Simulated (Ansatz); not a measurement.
# CH₇GaSSi: taking an electron away

Aim: the vertical ionisation energy of CH₇GaSSi, as cation minus neutral at the neutral's geometry, on several levels, and how well −ε(HOMO) stands in for it.

The runs use Ansatz 0.2.0, Gaussian basis; unrestricted cation, the program's frozen cores in correlated methods.

Plan: UKS PBE-D4/def2-TZVPP; UKS r2SCAN-D4/def2-TZVPP; UKS PBE0-D4/def2-TZVPP; UKS B3LYP-D4/def2-TZVPP; UKS wB97X-V/def2-TZVPP; UKS wB97M-V/def2-TZVPP; UKS B2PLYP/def2-TZVPP; UHF-CCSD(T)/def2-TZVPP; UHF-MP2/def2-QZVPP; extrapolation to the limit; then −ε(HOMO) from the neutral's earlier runs with LDA (SPW92), PBE-D4, revPBE-D4, BLYP-D4, r2SCAN-D4, B97M-V, PBE0-D4, B3LYP-D4, r2SCANh-D4, r2SCAN0-D4, HSE06-D4, BHLYP-D4, CAM-B3LYP-D4, LC-ωPBE, ωB97X-V, ωB97M-V.

## (1) Structure used throughout

All runs share one geometry, relaxed beforehand with PBE0-D4 in a triple-zeta def2 set.

SMILES `[SiH3]C[S][GaH2]`, 11 atoms, charge 0, spin multiplicity 1.

Atoms are counted from 1 here; the program's logs count them from 0.

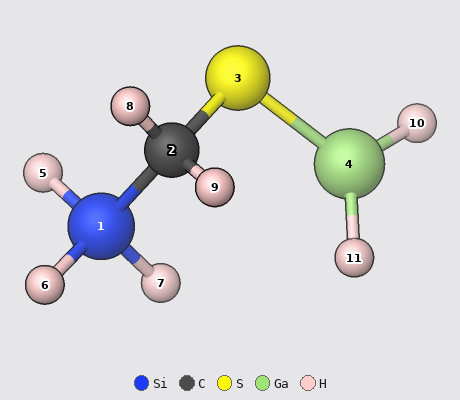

The geometry (silicon blue, carbon dark grey, sulfur yellow, gallium green, hydrogen pink); atoms are numbered from 1 in the order of the file.

## (2) Cation, UKS PBE-D4/def2-TZVPP

Input file in.yaml:

```yaml
crystal:
  periodic: [false, false, false]
  atoms:
    - {symbol: Si, position_ang: [-1.171758, 1.154114, 0.054812]}
    - {symbol: C, position_ang: [0.647084, 0.860695, 0.417647]}
    - {symbol: S, position_ang: [1.404127, -0.079796, -0.952450]}
    - {symbol: Ga, position_ang: [0.818932, -2.144065, -0.506636]}
    - {symbol: H, position_ang: [-1.311817, 1.880899, -1.231861]}
    - {symbol: H, position_ang: [-1.814757, 1.946496, 1.140873]}
    - {symbol: H, position_ang: [-1.853371, -0.163835, -0.052365]}
    - {symbol: H, position_ang: [1.187592, 1.807791, 0.481608]}
    - {symbol: H, position_ang: [0.787170, 0.340288, 1.366498]}
    - {symbol: H, position_ang: [1.249148, -3.214232, -1.554665]}
    - {symbol: H, position_ang: [0.057660, -2.388354, 0.836548]}
basis:
  gaussian: {orbitals: def2-TZVPP}
total_charge: 1
magnetization: {spin_polarized: true, initial_magnetization: 1}
hamiltonian: {xc: pbe, dispersion: d4}
```

Run with:

```bash
$ ansatz run in.yaml --threads 2 --pin off --events-out ev --progress --plain --max-ram 32768MiB --backend cpu
```

The runs that follow: Cation, UKS r2SCAN-D4/def2-TZVPP; Cation, UKS PBE0-D4/def2-TZVPP; Cation, UKS B3LYP-D4/def2-TZVPP; Cation, UKS wB97X-V/def2-TZVPP; Cation, UKS wB97M-V/def2-TZVPP; Cation, UKS B2PLYP (frozen core)/def2-TZVPP; Cation, UHF-CCSD(T)/def2-TZVPP; Cation, UHF-MP2/def2-QZVPP.

Before running them: what should the planned runs give, taken together? Wanted: ionisation energy, CCSD(T)/CBS; nearest functional by difference; nearest −ε(HOMO); −ε(HOMO) of PBE; T1 of the cation.

**Answer**, as computed:

```
                        quantity               value
  ionisation energy, CCSD(T)/CBS             9.14 eV
nearest functional by difference  ωB97M-V (-0.12 eV)
                nearest −ε(HOMO)  ωB97M-V (+0.01 eV)
                 −ε(HOMO) of PBE             5.94 eV
                T1 of the cation               0.020
```

**Reading.** By cation minus neutral, the functionals miss by 0.30 eV at most. −ε(HOMO) of PBE misses by 3.2 eV, since self-interaction lifts the level. Among orbital estimates ωB97M-V comes nearest. Hartree-Fock falls 1.16 eV short, as the neutral has more correlation energy than the cation. Correlated methods include outer-core shells of Ga, which these sets cover unevenly. With outer-core shells in play the reference is unsure by up to some tenths of an eV, so close misses can't be ranked.
